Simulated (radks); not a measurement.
# The first electron to leave Cu⁵⁺

Aim: remove one electron from each of the outer sub-shells of Cu⁵⁺ ([Ar] 3d(3/2: 4, 5/2: 2)) in turn, let the ion relax, and find the cheapest removal. The parent's configuration is the lowest that an earlier search found at this level.

Program: radks (a radial shooting solver on a logarithmic mesh, Libxc functionals) version 1. Level of theory: Dirac Kohn-Sham, relativistic LDA (MacDonald-Vosko exchange, VWN5 correlation), spin-unpolarised, spherical densities, finite nucleus. These are calculated values, not measurements, unless marked.

3 further runs of the same task are left out: 3 set aside as unsound or not needed.

**1. The system**

* element: copper (Z = 29)
* charge: +5
* electrons: 24
* configuration: [Ar] 3d(3/2: 4, 5/2: 2)
* nuclear rms radius: 3.8823 fm

A shell typed twice in an input gives the lower j, then the higher j.

**2. The parent, Cu⁵⁺**

The parent was computed earlier with the same settings: E = -1643.104057 hartree. Its outer levels (eV):

```csv
level,occupation,energy (eV)
2s1/2,2,-1158.4
2p1/2,2,-1029.0
2p3/2,4,-1008.7
3s1/2,2,-208.13
3p1/2,2,-167.27
3p3/2,4,-164.44
3d3/2,4,-95.859
3d5/2,2,-95.466
```

**3. Remove 3d5/2: [Ar] 3d(3/2: 4, 5/2: 1)**

The run's settings:

```text
Z 29
configuration [Ar] 3d4 3d1
relativity Dirac
functional lda_x_rel,vwn5
spin unpolarised
j_filling energy
nucleus finite rms 3.8823 fm
c 137.035999084
```

**4. Remove 3d3/2: [Ar] 3d(3/2: 3, 5/2: 2)**

Changes since step 3:

```diff
@@ -1,3 +1,3 @@
 Z 29
-configuration [Ar] 3d4 3d1
+configuration [Ar] 3d3 3d2
 relativity Dirac
```

**5. Remove 3p3/2: [Ne] 3s2 3p(1/2: 2, 3/2: 3) 3d(3/2: 4, 5/2: 2)**

Changes since step 4:

```diff
@@ -1,3 +1,3 @@
 Z 29
-configuration [Ar] 3d3 3d2
+configuration [Ne] 3s2 3p2 3p3 3d4 3d2
 relativity Dirac
```

**6. Remove 3p1/2: [Ne] 3s2 3p(1/2: 1, 3/2: 4) 3d(3/2: 4, 5/2: 2)**

Changes since step 5:

```diff
@@ -1,3 +1,3 @@
 Z 29
-configuration [Ne] 3s2 3p2 3p3 3d4 3d2
+configuration [Ne] 3s2 3p1 3p4 3d4 3d2
 relativity Dirac
```

**7. Ion rearranged (move 3d5/2 to 4s1/2 after a removal): [Ar] 3d(3/2: 4, 5/2: 0) 4s1**

Changes since step 6:

```diff
@@ -1,3 +1,3 @@
 Z 29
-configuration [Ne] 3s2 3p1 3p4 3d4 3d2
+configuration [Ar] 3d4 3d0 4s1
 relativity Dirac
```

**8. Ion rearranged (move 3d5/2 to 4p1/2 after a removal): [Ar] 3d(3/2: 4, 5/2: 0) 4p(1/2: 1, 3/2: 0)**

Changes since step 7:

```diff
@@ -1,3 +1,3 @@
 Z 29
-configuration [Ar] 3d4 3d0 4s1
+configuration [Ar] 3d4 3d0 4p1 4p0
 relativity Dirac
```

Before running it: what results should come out? Wanted: for each run, case; final configuration; Δ-SCF; −ε of the level emptied.

The runs gave:

```csv
case,final configuration,Δ-SCF (eV),−ε of the level emptied (eV)
remove 3d5/2,"[Ar] 3d(3/2: 4, 5/2: 1)",108.56,95.466
remove 3d3/2,"[Ar] 3d(3/2: 3, 5/2: 2)",108.99,95.859
ion rearranged (move 3d5/2 to 4s1/2 after a removal),"[Ar] 3d(3/2: 4, 5/2: 0) 4s1",154.93,-
ion rearranged (move 3d5/2 to 4p1/2 after a removal),"[Ar] 3d(3/2: 4, 5/2: 0) 4p(1/2: 1, 3/2: 0)",166.84,-
remove 3p3/2,"[Ne] 3s2 3p(1/2: 2, 3/2: 3) 3d(3/2: 4, 5/2: 2)",178.01,164.44
remove 3p1/2,"[Ne] 3s2 3p(1/2: 1, 3/2: 4) 3d(3/2: 4, 5/2: 2)",180.94,167.27
```

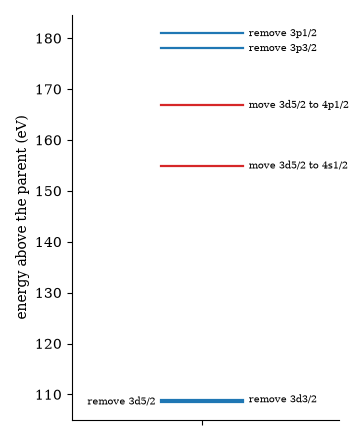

Cost of each removal (blue) and rearrangement (red).

The 3d5/2 electron leaves first, at 108.56 eV; the next cheapest, 3d3/2, costs 108.99 eV. 3d5/2 is also the highest occupied level of the parent. NIST lists 103 eV (semi-empirical), between the same two configurations. Spin polarisation and multiplet splitting are left out, so open shells lie too high by an amount that depends on their filling.
